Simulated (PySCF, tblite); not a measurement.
**C4H3BF2O: geometry, infrared bands and NMR shifts**

Wanted: the infrared bands and NMR shifts of C4H3BF2O (`O=CC#CCB(F)F`), by calculation.

The runs use tblite 0.8.0 and PySCF 2.14.0, with density-fitted response routines of our own; the level of theory stands in each step. All values are computed, except where a source is named. Atoms count from 0, in the outputs and in this text.

### 1 Starting geometry

11 atoms, charge 0, multiplicity 1; geometry from: force field or distance geometry start.

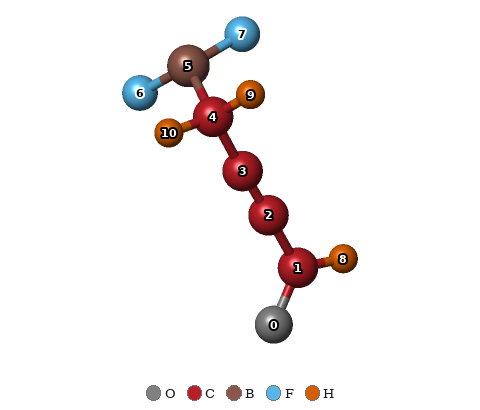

As it starts; oxygen grey, carbon red, boron brown, fluorine blue, hydrogen orange, atoms numbered; sticks join atoms by distance.

### 2 Geometry optimisation with GFN2-xTB

Job settings and geometry (Å):

```
{"job": {"kind": "relax", "xc": "GFN2-xTB", "basis": "xTB"}, "charge": 0, "multiplicity": 1}
O      3.455300    -0.434200    -0.771000
C      2.660600    -0.199300     0.193800
C      1.233200    -0.345000     0.060700
C      0.027700    -0.454600    -0.070800
C     -1.431200    -0.594200    -0.190200
B     -2.043000     0.884900    -0.051600
F     -1.570000     1.814400    -1.087300
F     -1.882300     1.441200     1.303200
H      3.071600     0.095000     1.164400
H     -1.788800    -1.234800     0.631400
H     -1.727600    -0.970800    -1.208500
```

Started as:

```
$ OMP_NUM_THREADS=1 python probes_run.py task.json out
```

The driver reads the jobs from task.json and runs them one after another.

**Question.** This job is followed by: GFN2-xTB harmonic vibrations, gas phase; GIAO PBE0/pcSseg-1 NMR shielding, non-relativistic, gas phase. What will the session give for the following? strongest single infrared mode (GFN2-xTB); zero-point energy (GFN2-xTB); 13C shifts against TMS (PBE0/pcSseg-1); 1H shifts against TMS (PBE0/pcSseg-1, means over atoms taken as alike); 17O shifts against H2O (PBE0/pcSseg-1); 11B shifts against BF3·OEt2 (PBE0/pcSseg-1); 19F shifts against CFCl3 (PBE0/pcSseg-1, means over atoms taken as alike); surface potential, least and greatest.

**Answer**, as computed:

| quantity | value |
| --- | --- |
| strongest single infrared mode (GFN2-xTB) | 1258 cm⁻¹, 542 km/mol |
| zero-point energy (GFN2-xTB) | 39.7 kcal/mol |
| 13C shifts against TMS (PBE0/pcSseg-1) | 180.2, 97.1, 87.1, 6.1 ppm |
| 1H shifts against TMS (PBE0/pcSseg-1, means over atoms taken as alike) | 9.44, 2.36 ppm |
| 17O shifts against H2O (PBE0/pcSseg-1) | 745.0 ppm |
| 11B shifts against BF3·OEt2 (PBE0/pcSseg-1) | 24.4 ppm |
| 19F shifts against CFCl3 (PBE0/pcSseg-1, means over atoms taken as alike) | -64.5 ppm |
| surface potential, least and greatest | -1.55 V and 2.31 V |

What this shows: The optimisation took 60 steps and gained 1.505 eV; among the close pairs (by a distance rule), B5–F7 changed most, from 1.473 to 1.313 Å. The lowest mode is slightly imaginary (6i cm⁻¹), a soft motion within the noise of the Hessian, so the minimum is not strictly shown. The strongest single mode, at 1258 cm⁻¹, moves mainly B5. Unscaled tight-binding wavenumbers are off by several per cent, some by more. Its intensities can rank the bands wrongly. C1 (aldehyde carbonyl carbon) lies farthest downfield among carbon, at 180.2 ppm; the double bond to the heteroatom, with no lone-pair donor beside it, deshields it most. H8 (hydrogen on an aldehyde carbonyl carbon) lies farthest downfield among hydrogen, at 9.44 ppm; the C=O anisotropy and electron withdrawal place aldehyde protons far downfield. At PBE0/pcSseg-1: The widest tensor belongs to O0: span 1520 ppm, with a paramagnetic part of -807 ppm. By nearest atom (PBE0/pcSseg-1), the HOMO sits on O0 73 %; H8 14 % and the LUMO on C1 26 %; O0 25 %.
